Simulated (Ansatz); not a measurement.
## Geometry relaxation of CH3AlBF

System: CH3AlBF, SMILES F[B]1[CH2][AlH]1.
Method: RKS LC-wPBE/6-31++G** (Ansatz 0.2.0).

The run did not end well. The geometry comes from this level: PBE0-D4/def2-TZVP.

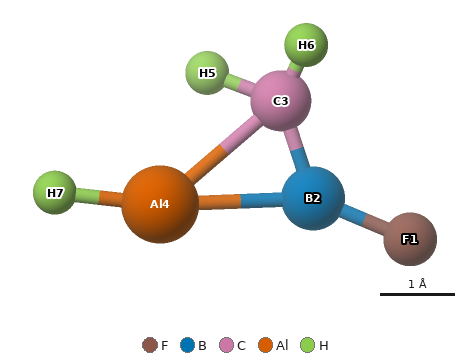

Figure 1. The starting structure (ball-and-stick view, seen on its broad side; atoms are numbered from 1 in the order of the input). Sticks mark near contacts.

### Outcome

- outcome: not converged
- hardware: 2 threads of Arm Neoverse V2, 23 GiB of memory available, shared host
- wall time: 2.3 s (CPU time 4.3 s)
- peak memory: 0.34 GiB

The input was spoiled on purpose: the optimiser is allowed too few steps. The run did not converge: “geometry relaxation did not converge after 2 steps: max|allowed force component| = 1.84e0 eV/Å (threshold 1.0e-3). Raise `relax.max_steps` over both its present limit and 2, loosen `relax.f_tol`, or start from a geometry closer to equilibrium …” Its last values are not results.

### Input file
```yaml
crystal:
  periodic: [false, false, false]
  atoms:
    - {symbol: F, position_ang: [-0.874669, -2.055284, 1.265047]}
    - {symbol: B, position_ang: [-0.439080, -0.962916, 0.428649]}
    - {symbol: C, position_ang: [0.498800, 0.061677, 0.661742]}
    - {symbol: Al, position_ang: [-0.647677, 0.398333, -1.169298]}
    - {symbol: H, position_ang: [0.919084, 0.762451, -0.067188]}
    - {symbol: H, position_ang: [0.905688, 0.392358, 1.350602]}
    - {symbol: H, position_ang: [-0.534168, 1.370950, -2.239956]}
basis:
  gaussian: {orbitals: "6-31++G**", fitting: {mean_field: def2-universal-jkfit}}
hamiltonian: {xc: {name: LC-wPBE}}
relax: {f_tol: 0.001, max_steps: 2}
```

Run as:
```bash
ansatz run in.yaml --threads 2 --pin off --events-out ev --progress --plain --max-ram 4352MiB
```

### Log
```
Functional definition: LC-wPBE
  name "LC-wPBE"
  cite "Vydrov & Scuseria, J. Chem. Phys. 125, 234109 (2006) doi:10.1063/1.2409292"
  cite "Heyd & Scuseria, J. Chem. Phys. 120, 7274 (2004) doi:10.1063/1.1668634"
  cite "Ernzerhof & Perdew, J. Chem. Phys. 109, 3313 (1998) doi:10.1063/1.476928"
  cite "Perdew, Burke & Ernzerhof, Phys. Rev. Lett. 77, 3865 (1996) doi:10.1103/PhysRevLett.77.3865"
  parent pbe
  parameter omega = 0.4/bohr
  exchange = pbe_x_sr(omega) + exact_x_lr(omega)
  correlation = pbe_c
409 factors; integrals over basis functions are off by at most 3.2e-1 eV
409 factors; integrals over basis functions are off by at most 3.9e-4 eV
mean field evaluation 1: about -11059.1609 eV, gradient 5.8e1 eV
mean field evaluation 2: about -11059.7079 eV, gradient 5.7e1 eV
mean field evaluation 4: about -11067.6651 eV, gradient 2.4e0 eV
mean field evaluation 8: about -11067.6844 eV, gradient 8.9e-2 eV
mean field evaluation 16: about -11067.6845 eV, gradient 7.6e-5 eV
mean field -11067.68454957 eV, -406.7299052507 hartree, gradient 7.6e-5 eV, S^2 0.000000; 0 other end points of the search recorded, 0 dependent functions left out
the calculation of the forces begins
reference -11067.68454958 eV, -406.7299052511 hartree; 18, 18 occupied and 80, 80 virtual orbitals, 409 factors
relax step   1: F+E_penalty+E_count = -11067.68454957 eV  Δ(F+E_penalty+E_count) = +0.000e0 eV  max|allowed force component| = 1.311e1 eV/Å  Δτ_max = 0.0000 Å  (28 SCF iters, accepted)
these checks for a lower state are left out or cut short: starts, cluster_reference, orbital_swaps, neighbouring_geometries, increment
409 factors; integrals over basis functions are off by at most 3.5e-1 eV
409 factors; integrals over basis functions are off by at most 3.8e-4 eV
mean field -11069.70535510 eV, -406.8041684843 hartree, gradient 4.2e-5 eV, S^2 0.000000; 0 other end points of the search recorded, 0 dependent functions left out
the calculation of the forces begins
reference -11069.70535512 eV, -406.8041684847 hartree; 18, 18 occupied and 80, 80 virtual orbitals, 409 factors
relax step   2: F+E_penalty+E_count = -11069.70535510 eV  Δ(F+E_penalty+E_count) = -2.021e0 eV  max|allowed force component| = 1.837e0 eV/Å  Δτ_max = 0.1732 Å  (35 SCF iters, accepted)
```

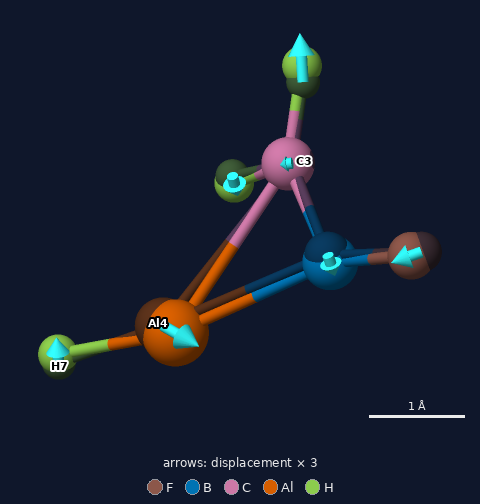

Figure 2. Start (faint) and end (solid) with the displacements as teal arrows, magnified 3 times (ball-and-stick view, seen at a tilt). The two geometries are laid on each other by the best rigid fit. The relaxation stopped without meeting its thresholds, so the last structure isn't shown to be converged. After 1 geometry step the energy has fallen by 2.021 eV. Largest force component: 13 eV/Å at the start, 1.8 eV/Å at the end. The atom that moves furthest after the best rigid fit is H6 (0.17 Å). By element the largest moves are H 0.17 Å, Al 0.17 Å, F 0.11 Å, B 0.09 Å, C 0.05 Å. Among the contacts that change: C3–H6 0.866 → 1.047 Å, B2–Al4 2.109 → 1.969 Å, Al4–H7 1.451 → 1.544 Å, F1–B2 1.443 → 1.395 Å. Among the angles that change: C3–Al4–H7 132.9° → 122.7°, B2–Al4–H7 169.7° → 163.5°, Al4–C3–H6 148.7° → 154.4°. (Atoms are counted from 1 in the order of the input.)

```
Error: geometry relaxation did not converge after 2 steps: max|allowed force component| = 1.84e0 eV/Å (threshold 1.0e-3). Raise `relax.max_steps` over both its present limit and 2, loosen `relax.f_tol`, or start from a geometry closer to equilibrium. Where this run's directory can be resumed (`checkpoint.write`), a resume goes on for up to `relax.max_steps` more
```

### Trajectory as extended XYZ (Å, eV, eV/Å), 2 frames, from step=1 to step=2
```
7
Properties=species:S:1:pos:R:3:forces:R:3 step=1 energy=-11067.68455
F    -0.8747   -2.0553    1.2650    0.6829   2.3723  -1.7625
B    -0.4391   -0.9629    0.4286   -2.2071  -2.7282  -0.2956
C     0.4988    0.0617    0.6617   -5.8986  -3.2665 -11.5799
Al   -0.6477    0.3983   -1.1693   -0.2007  -3.4427   3.2824
H     0.9191    0.7625   -0.0672    0.0700   0.2424  -1.2815
H     0.9057    0.3924    1.3506    7.2204   5.0835  13.1086
H    -0.5342    1.3709   -2.2400    0.3332   1.7393  -1.4715
7
Properties=species:S:1:pos:R:3:forces:R:3 step=2 energy=-11069.70536
F    -0.9344   -1.9823    1.1989    0.6155   1.1694  -1.0733
B    -0.4102   -1.0047    0.3536   -1.0776  -1.7154   0.9775
C     0.4846    0.0975    0.6378   -0.0739   0.7950  -1.8369
Al   -0.6840    0.2358   -1.1509    0.2019  -0.5047   0.7136
H     0.9639    0.7311   -0.1525   -0.2096  -0.2776  -0.2293
H     0.9551    0.4825    1.4900    0.5295   0.1617   1.7693
H    -0.5471    1.4077   -2.1473    0.0142   0.3715  -0.3209
```
